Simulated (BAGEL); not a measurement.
# A workflow on C2H7NSi (SMILES C=N[SiH2]C)

Aim: a single-point energy (HF/6-31G*), then the energy (NEVPT2(2,2)/6-31G*), then the energy (CASPT2(2,2)/6-31G*) of C2H7NSi. 

The results are computed with BAGEL 1.2.2.

1 further run of the same task is left out (set aside as unsound or not needed).

### Step 1. The molecule

C2H7NSi: 11 atoms, total charge 0, spin state singlet. SMILES: `C=N[SiH2]C`. The C4–H9 distance was set to 1.474 Å, away from the relaxed value.

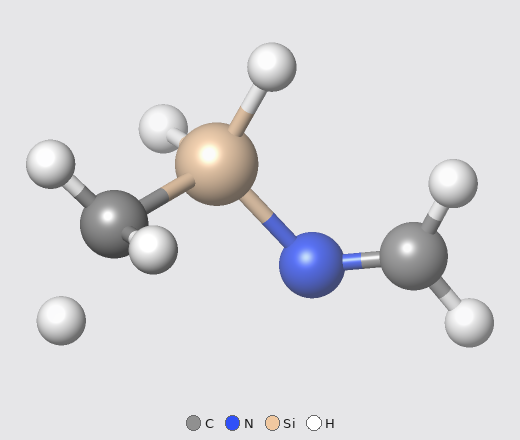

The structure, seen from a chosen angle (carbon grey, nitrogen blue, silicon light orange, hydrogen white).

### Step 2. The energy at HF/6-31G(d) (density fitting with svp-jkfit, spherical functions) (run 1)

The input, job.json:

```json
{ "bagel": [

{
  "title": "molecule",
  "basis": "6-31gs.json",
  "df_basis": "svp-jkfit",
  "angstrom": "false",
  "geometry": [
    { "atom": "C", "xyz": [    -1.29732911,     3.83032368,     1.44435925 ] },
    { "atom": "N", "xyz": [    -1.27143986,     1.89222056,     0.07185117 ] },
    { "atom": "Si", "xyz": [    -0.57167428,    -1.13965603,     1.17507328 ] },
    { "atom": "C", "xyz": [     2.16427121,    -2.40237103,    -0.64019764 ] },
    { "atom": "H", "xyz": [    -1.74046989,     5.68565679,     0.63291085 ] },
    { "atom": "H", "xyz": [    -0.89500642,     3.82352066,     3.48904292 ] },
    { "atom": "H", "xyz": [     0.00299144,    -1.09959384,     3.94541178 ] },
    { "atom": "H", "xyz": [    -2.86051056,    -2.71171919,     0.75177463 ] },
    { "atom": "H", "xyz": [     1.60532234,    -2.40033012,    -3.36938168 ] },
    { "atom": "H", "xyz": [     2.58794780,    -4.33934031,    -0.06326425 ] },
    { "atom": "H", "xyz": [     3.84858410,    -1.25190576,    -0.32329057 ] }
  ]
},

{
  "title": "hf"
},

{
  "title": "print",
  "file": "orbitals.molden",
  "orbitals": "true"
}

]}
```

The basis set 6-31G* is read from a file made from the Basis Set Exchange's data (not shown).

Command:

```sh
$ BAGEL_NUM_THREADS=1 BAGEL job.json > job.out
```

Standard output:

```text
* using 1 threads per process

  ===============================================================
  ===============================================================

  *** Geometry ***

  { "atom" : "C", "xyz" : [     -1.297329,      3.830324,      1.444359 ] },
  { "atom" : "N", "xyz" : [     -1.271440,      1.892221,      0.071851 ] },
  { "atom" : "Si", "xyz" : [     -0.571674,     -1.139656,      1.175073 ] },
  { "atom" : "C", "xyz" : [      2.164271,     -2.402371,     -0.640198 ] },
  { "atom" : "H", "xyz" : [     -1.740470,      5.685657,      0.632911 ] },
  { "atom" : "H", "xyz" : [     -0.895006,      3.823521,      3.489043 ] },
  { "atom" : "H", "xyz" : [      0.002991,     -1.099594,      3.945412 ] },
  { "atom" : "H", "xyz" : [     -2.860511,     -2.711719,      0.751775 ] },
  { "atom" : "H", "xyz" : [      1.605322,     -2.400330,     -3.369382 ] },
  { "atom" : "H", "xyz" : [      2.587948,     -4.339340,     -0.063264 ] },
  { "atom" : "H", "xyz" : [      3.848584,     -1.251906,     -0.323291 ] },

  Number of auxiliary basis functions:      481

  Since a DF basis is specified, we compute 2- and 3-index integrals:
    o Being stored without compression. Storage requirement is 0.021 GB

  Number of basis functions:       74
  Number of electrons      :       40

    * METHOD: MOLECULE                             0.22

  *** RHF ***

  === Nuclear Repulsion ===
   158.2534264264

      * DIIS with orbital gradients will be used.

  === RHF iteration (6-31gs.json) ===
      0       -422.93826642          0.02017504           0.06
      1       -423.05523616          0.01273191           0.06
      2       -423.11592849          0.00222608           0.05
      3       -423.11840850          0.00070486           0.05
      4       -423.11864984          0.00015149           0.05
      5       -423.11868103          0.00005706           0.05
      6       -423.11868470          0.00002358           0.06
      7       -423.11868518          0.00000607           0.06
      8       -423.11868522          0.00000191           0.06
      9       -423.11868522          0.00000057           0.07
     10       -423.11868522          0.00000021           0.06
     11       -423.11868522          0.00000009           0.05
     12       -423.11868522          0.00000005           0.05
     13       -423.11868522          0.00000002           0.06
     14       -423.11868522          0.00000001           0.06
    * SCF iteration converged.

    * Permanent dipole moment:
           (   -0.302638,    -0.222929,    -0.608585) a.u.

    * METHOD: HF                                   1.00

    * METHOD: PRINT                                0.01

  ===============================================================
```

Run time: 1.5 s. Hardware: 1 thread of Arm Neoverse V2, shared host; peak memory 0.14 GiB.

### Step 3. A single-point energy at NEVPT2(2,2)/6-31G(d) (density fitting with svp-jkfit, spherical functions) (run 2)

The input, calc.json:

```json
{ "bagel": [

{
  "title": "molecule",
  "basis": "6-31gs.json",
  "df_basis": "svp-jkfit",
  "geometry": [
    { "atom": "C", "xyz": [    -1.29732911,     3.83032368,     1.44435925 ] },
    { "atom": "N", "xyz": [    -1.27143986,     1.89222056,     0.07185117 ] },
    { "atom": "Si", "xyz": [    -0.57167428,    -1.13965603,     1.17507328 ] },
    { "atom": "C", "xyz": [     2.16427121,    -2.40237103,    -0.64019764 ] },
    { "atom": "H", "xyz": [    -1.74046989,     5.68565679,     0.63291085 ] },
    { "atom": "H", "xyz": [    -0.89500642,     3.82352066,     3.48904292 ] },
    { "atom": "H", "xyz": [     0.00299144,    -1.09959384,     3.94541178 ] },
    { "atom": "H", "xyz": [    -2.86051056,    -2.71171919,     0.75177463 ] },
    { "atom": "H", "xyz": [     1.60532234,    -2.40033012,    -3.36938168 ] },
    { "atom": "H", "xyz": [     2.58794780,    -4.33934031,    -0.06326425 ] },
    { "atom": "H", "xyz": [     3.84858410,    -1.25190576,    -0.32329057 ] }
  ]
},

{
  "title": "hf"
},

{
  "title": "nevpt2",
  "nstate": 1,
  "nact": 2,
  "nclosed": 19,
  "active": [18, 22],
  "maxiter": 200,
  "natocc": "true",
  "ncore": 8
},

{
  "title": "print",
  "file": "orbitals.molden",
  "orbitals": "true"
}

]}
```

The basis set 6-31G* is read from a file made from the Basis Set Exchange's data (not shown).

Command:

```sh
$ BAGEL_NUM_THREADS=1 BAGEL calc.json > calc.out
```

Standard output:

```text
* using 1 threads per process

  ===============================================================
  ===============================================================

  *** Geometry ***

  { "atom" : "C", "xyz" : [     -1.297329,      3.830324,      1.444359 ] },
  { "atom" : "N", "xyz" : [     -1.271440,      1.892221,      0.071851 ] },
  { "atom" : "Si", "xyz" : [     -0.571674,     -1.139656,      1.175073 ] },
[... 7 lines of this table left out ...]
  { "atom" : "H", "xyz" : [      3.848584,     -1.251906,     -0.323291 ] },

  Number of auxiliary basis functions:      481

  Since a DF basis is specified, we compute 2- and 3-index integrals:
    o Being stored without compression. Storage requirement is 0.021 GB

[... 18 lines left out ...]
    * SCF iteration converged.
[... 1 line left out ...]
    * Permanent dipole moment:
[... 28 lines left out ...]
    * Second-order optimization converged. *

     guess   0:   closed 1.                   open ..

  === FCI iteration ===

      0  0      -423.11802341     8.22e-02      0.00
      1  0      -423.14610842     3.41e-04      0.00
      2  0 *    -423.14610914     2.49e-16      0.00

     * ci vector, state   0, <S^2> = 0.0000
       2.     0.9857304962
       .2    -0.1683311881

  === DF-NEVPT2 calculation ===

    * 3-index integral transformation done
    * assembly done

      NEVPT2 correlation energy:   -0.4714463301      0.12

          (+0)     -0.4261973936
          (+0)'    -0.0148706093
          (+1)     -0.0046223439
          (+1)'    -0.0000000000
          (+2)     -0.0003184102
          (-1)     -0.0220939164
          (-1)'     0.0000000000
          (-2)     -0.0033436567

      NEVPT2 total energy:       -423.6175554715

    * METHOD: NEVPT2                               3.80

    * METHOD: PRINT                                0.01

  ===============================================================
```

Run time: 5.4 s. Hardware: 1 thread of Arm Neoverse V2, shared host; peak memory 0.14 GiB.

### Step 4. The energy at CASPT2(2,2)/6-31G(d) (density fitting with svp-jkfit, spherical functions) (run 3)

The input, caspt2.json:

```json
{ "bagel" : [

{
  "title" : "molecule",
  "basis" : "6-31gs.json",
  "df_basis" : "svp-jkfit",
  "angstrom" : false,
  "geometry" : [
    { "atom" : "C", "xyz" : [    -1.29732911,     3.83032368,     1.44435925 ] },
    { "atom" : "N", "xyz" : [    -1.27143986,     1.89222056,     0.07185117 ] },
    { "atom" : "Si", "xyz" : [    -0.57167428,    -1.13965603,     1.17507328 ] },
    { "atom" : "C", "xyz" : [     2.16427121,    -2.40237103,    -0.64019764 ] },
    { "atom" : "H", "xyz" : [    -1.74046989,     5.68565679,     0.63291085 ] },
    { "atom" : "H", "xyz" : [    -0.89500642,     3.82352066,     3.48904292 ] },
    { "atom" : "H", "xyz" : [     0.00299144,    -1.09959384,     3.94541178 ] },
    { "atom" : "H", "xyz" : [    -2.86051056,    -2.71171919,     0.75177463 ] },
    { "atom" : "H", "xyz" : [     1.60532234,    -2.40033012,    -3.36938168 ] },
    { "atom" : "H", "xyz" : [     2.58794780,    -4.33934031,    -0.06326425 ] },
    { "atom" : "H", "xyz" : [     3.84858410,    -1.25190576,    -0.32329057 ] }
  ]
},

{ "title" : "hf" },

{ "title" : "casscf", "nstate" : 1, "nact" : 2, "nclosed" : 19, "active" : [18, 22], "maxiter" : 200, "natocc" : true },

{ "title" : "print", "file" : "orbitals.molden", "orbitals" : true },

{ "title" : "smith", "method" : "caspt2", "ms" : true, "xms" : true, "sssr" : true, "shift" : 0.2, "shift_imag" : true, "ncore" : 8 }

]}
```

The basis set 6-31G* is read from a file made from the Basis Set Exchange's data (not shown).

Command:

```sh
$ BAGEL_NUM_THREADS=1 BAGEL caspt2.json > caspt2.out
```

Standard output:

```text
* using 1 threads per process

  ===============================================================
  ===============================================================

  *** Geometry ***

  { "atom" : "C", "xyz" : [     -1.297329,      3.830324,      1.444359 ] },
  { "atom" : "N", "xyz" : [     -1.271440,      1.892221,      0.071851 ] },
  { "atom" : "Si", "xyz" : [     -0.571674,     -1.139656,      1.175073 ] },
[... 7 lines of this table left out ...]
  { "atom" : "H", "xyz" : [      3.848584,     -1.251906,     -0.323291 ] },

  Number of auxiliary basis functions:      481

  Since a DF basis is specified, we compute 2- and 3-index integrals:
    o Being stored without compression. Storage requirement is 0.021 GB

[... 18 lines left out ...]
    * SCF iteration converged.
[... 1 line left out ...]
    * Permanent dipole moment:
[... 27 lines left out ...]
    * Second-order optimization converged. *
[... 9 lines left out ...]
     * ci vector, state   0, <S^2> = 0.0000
[... 16 lines left out ...]
    * Zeroth order energy : state  0       -0.9006632427
[... 4 lines left out ...]
       #      aibj      arbs      arbi      airj      risj      airs      arst      rist         Etot      error   time
[... 2 lines left out ...]
       0  -0.42415  -0.00404  -0.02257  -0.00492  -0.00045  -0.01315  -0.00000  -0.00000   -0.4692704  0.0013124   0.06
       1  -0.42425  -0.00407  -0.02264  -0.00501  -0.00048  -0.01346  -0.00000  -0.00000   -0.4699013  0.0002356   0.06
       2  -0.42426  -0.00407  -0.02264  -0.00501  -0.00048  -0.01347  -0.00000  -0.00000   -0.4699255  0.0000453   0.06
       3  -0.42426  -0.00407  -0.02264  -0.00501  -0.00048  -0.01347  -0.00000  -0.00000   -0.4699262  0.0000091   0.06
       4  -0.42426  -0.00407  -0.02264  -0.00501  -0.00048  -0.01347   0.00000  -0.00000   -0.4699262  0.0000016   0.06
       5  -0.42426  -0.00407  -0.02264  -0.00501  -0.00048  -0.01347   0.00000  -0.00000   -0.4699262  0.0000003   0.06

      ------------------------------------------------------------------------------------------------------------------

    * CASPT2 energy : state  0     -423.6189094774
        w/o shift correction       -423.6160353367
        reference weight              0.8546801325

    * METHOD: SMITH                                0.54

  ===============================================================
```

It took 5.4 s on 1 thread of Arm Neoverse V2, shared host; peak memory 0.14 GiB.

### Step 5. Results

| quantity | value |
| --- | --- |
| run 1, HF/6-31G*: total energy | -423.11869 Eh |
| run 1, HF/6-31G*: dipole moment | 1.82 D |
| run 1, HF/6-31G*: HOMO energy | -10.50 eV |
| run 1, HF/6-31G*: LUMO energy | 3.76 eV |
| run 1, HF/6-31G*: HOMO–LUMO gap | 14.26 eV |
| run 2, NEVPT2(2,2)/6-31G*: total energy | -423.61756 Eh |
| run 3, CASPT2(2,2)/6-31G*: total energy | -423.61891 Eh |
